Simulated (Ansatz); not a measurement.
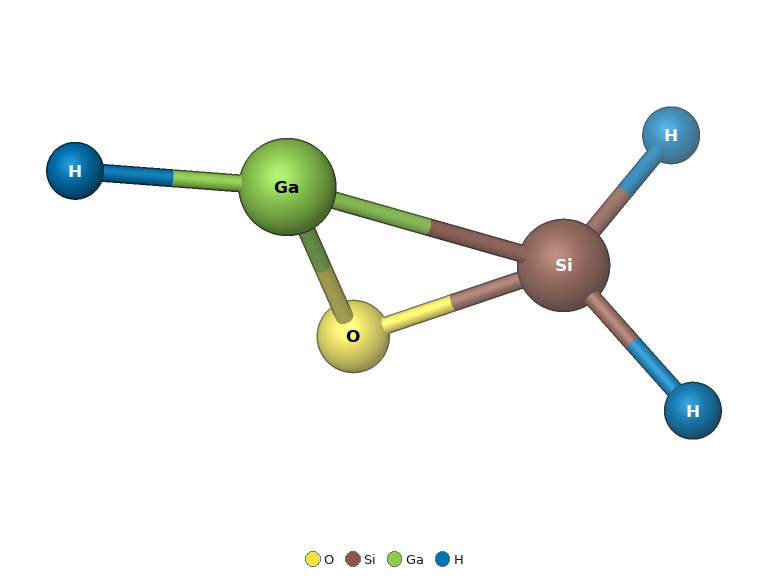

Depth is shown by fading: the farther an atom, the more it takes the colour of the background. The geometry was computed by an optimisation with PBE-D4/def2-SVP. No frequency run is at hand to confirm it as a minimum.

Which symmetry elements does this geometry have?

It has 1 mirror plane, so the point group is Cs. The group has 2 operations. The geometry is achiral, and symmetry allows a dipole moment.
